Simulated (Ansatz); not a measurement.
## Electronic structure of C₃H₉BGe (SMILES C[C]1([GeH3])BC1) in real space

```xyz
14

C    -1.2676    0.9575    0.2925
C    -0.1921   -0.0697   -0.0445
Ge    1.4446    0.1074    1.0318
B    -0.4782   -1.5011   -0.4809
C     0.0478   -0.5005   -1.5192
H    -1.5935    0.8748    1.3426
H    -0.9120    1.9902    0.1303
H    -2.1624    0.8207   -0.3379
H     2.1233    1.4626    0.7184
H     2.4329   -1.0315    0.6931
H     1.0933    0.0486    2.5343
H    -0.8880   -2.5912   -0.2119
H    -0.6797   -0.1287   -2.2568
H     1.0665   -0.5247   -1.9261
```

All numbers below come from RKS B3LYP-D4/def2-SVP (Ansatz 0.2.0).

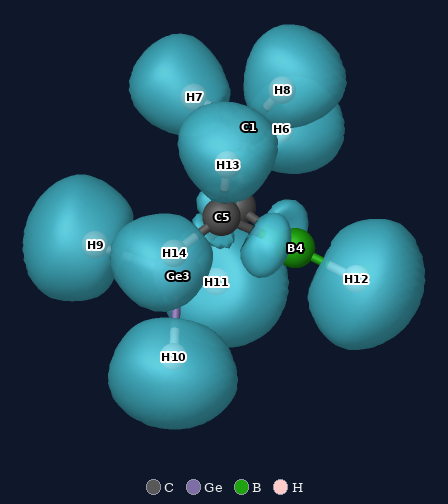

Figure 1. Isosurface of the electron localisation function at 0.85 (cyan), seen at an oblique angle. Core shells and regions of very low density are left out.

**Where are the electrons localised?**

The surface consists of two regions between bonded B–C atoms (shared pairs), two regions between bonded C–C atoms (shared pairs), nine regions around hydrogen nuclei and one lobe of the valence shell of C pointing towards Ge (polar bonds).


C–B (1.52 Å): the ELF peaks at about 0.90 between the atoms (localised, covalent bonding). C–C (1.52 Å): the ELF peaks at about 0.95 between the atoms, as expected for a shared electron pair.

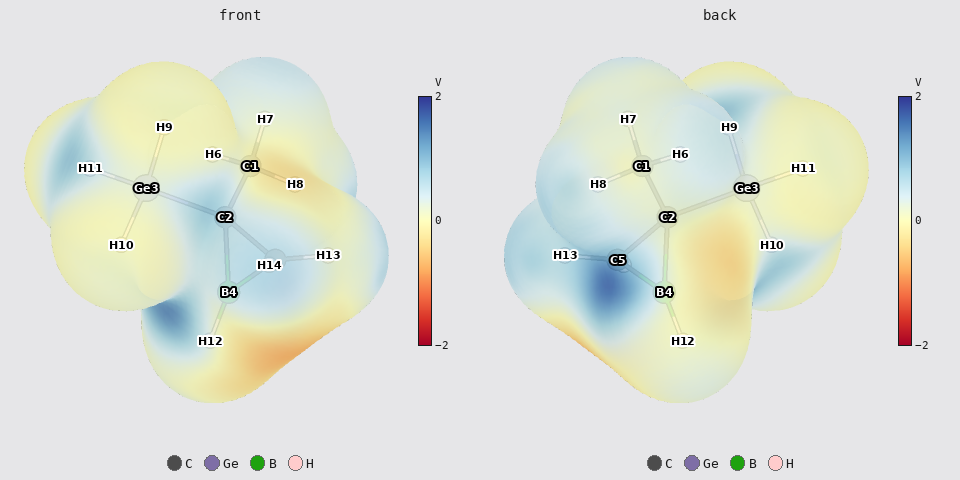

Figure 2. The molecular electrostatic potential painted on the density surface at 0.002 e/bohr³, seen from the front and from behind; red is negative and blue positive.

**Which sites attract a positive test charge, and which a negative one?**

A positive charge is drawn to the negative regions and a negative charge to the positive ones. The most negative region (about −0.7 V) lies over C5, the most positive (about +1.5 V) over B4.

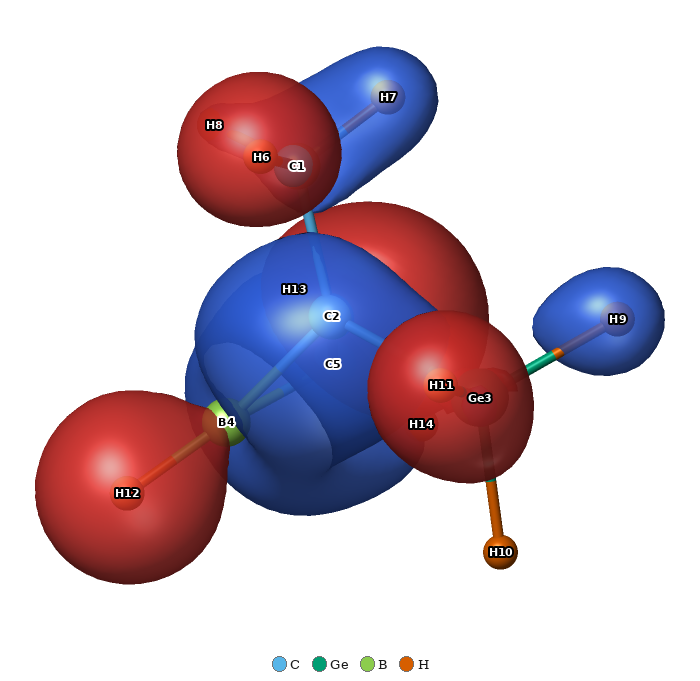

Figure 3. The HOMO−1 at ±0.08 Å⁻³ᐟ² (blue and red are the two phases), seen at an oblique angle.

**Where does this orbital lie, and at what energy?**

By Hirshfeld shares it lies mainly on C5 (about 30 %), C2 (about 25 %), B4 (about 10 %) and H12 (about 5 %). Its energy is −7.54 eV.

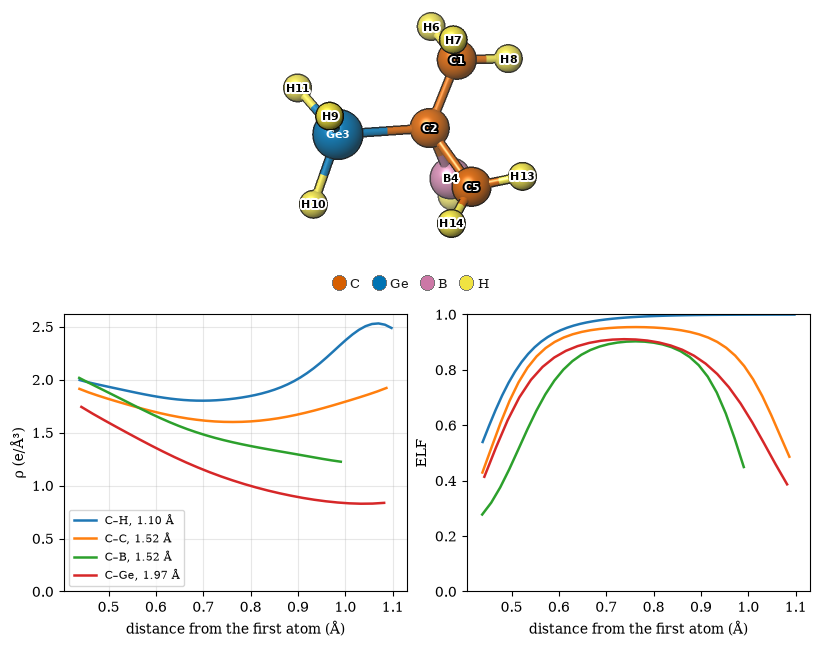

Figure 4. Total electron density and ELF along straight lines between neighbouring atoms. The curves leave out the atomic cores. The structure is drawn too.

**Compare the contacts.**

C–H (1.10 Å): the density is about 1.9 e/Å³ at the midpoint; the ELF climbs to about 1 towards the hydrogen, as it does in any bond to H (a covalent bond by its length).
C–C (1.52 Å): ρ at the midpoint is about 1.6 e/Å³; the ELF peaks at about 0.95 between the atoms: a shared electron pair.
C–B (1.52 Å): ρ at the midpoint is about 1.4 e/Å³; the ELF peaks at about 0.90 between the atoms; localised, covalent bonding.
C–Ge (1.97 Å): ρ at the midpoint is about 0.84 e/Å³; the ELF peaks at about 0.90 in the valence shell of C, 0.7 Å from its nucleus, and is about 0.70 at the midpoint.
